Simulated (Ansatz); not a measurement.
```yaml
atoms:
  - { symbol: C, position_ang: [1.8075, 1.6090, 1.7034] }
  - { symbol: C, position_ang: [0.8810, 0.8699, 0.7973] }
  - { symbol: C, position_ang: [-0.4861, 1.1506, 0.8016] }
  - { symbol: C, position_ang: [-1.3990, 0.4840, -0.0171] }
  - { symbol: C, position_ang: [-2.8513, 0.8205, 0.0393] }
  - { symbol: O, position_ang: [-1.0762, -0.4287, -0.8423] }
  - { symbol: Al, position_ang: [0.6065, -1.0718, -1.2043] }
  - { symbol: C, position_ang: [0.7626, -2.9540, -0.7494] }
  - { symbol: O, position_ang: [1.0904, -0.6115, -2.7771] }
  - { symbol: O, position_ang: [1.4226, -0.0058, 0.0502] }
  - { symbol: H, position_ang: [2.3294, 0.8906, 2.3402] }
  - { symbol: H, position_ang: [1.2905, 2.3395, 2.3227] }
  - { symbol: H, position_ang: [2.5687, 2.1110, 1.1011] }
  - { symbol: H, position_ang: [-0.8550, 1.9112, 1.4740] }
  - { symbol: H, position_ang: [-3.4155, -0.0819, 0.2873] }
  - { symbol: H, position_ang: [-3.0706, 1.6008, 0.7656] }
  - { symbol: H, position_ang: [-3.1814, 1.1386, -0.9526] }
  - { symbol: H, position_ang: [0.1638, -3.5782, -1.4196] }
  - { symbol: H, position_ang: [0.4308, -3.1626, 0.2725] }
  - { symbol: H, position_ang: [1.7970, -3.3010, -0.8328] }
  - { symbol: H, position_ang: [1.0600, 0.2804, -3.1130] }
```

Geometry: PBE0-D4/def2-TZVP.

Level of theory: Ansatz 0.2.0, RKS PBE0-D4/def2-TZVPP.

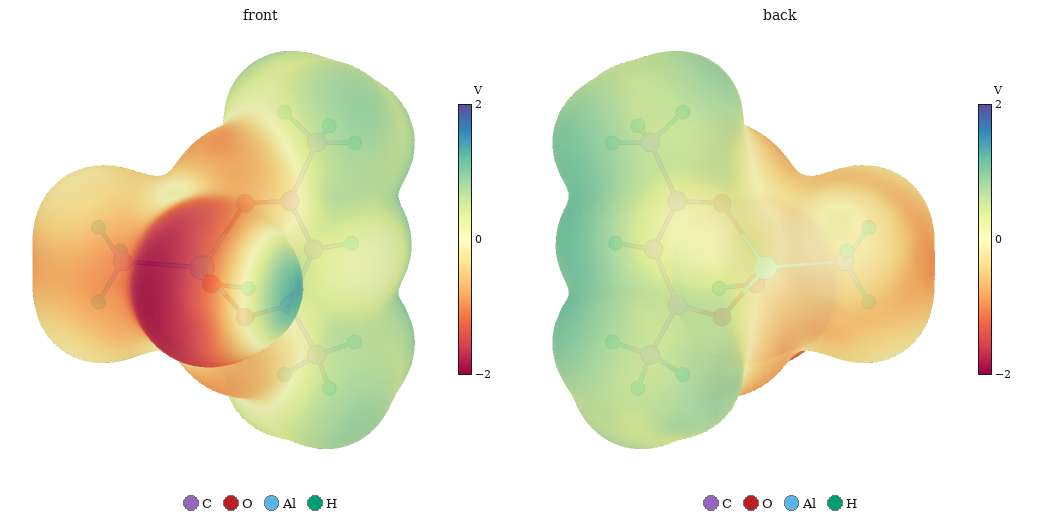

C₆H₁₁AlO₃ (SMILES CC1=CC(C)=[O+][Al-]([CH3])([OH])[O]1). The electrostatic potential painted on the density surface at 0.001 e/bohr³, seen from the front and from behind; the colour scale runs from red (negative) to blue (positive).

Describe the electrostatic potential map.

Answer. The most negative region (about −1.9 V) lies over O9, the most positive (about +1.2 V) over H21. O9 is the likeliest acceptor of a hydrogen bond.
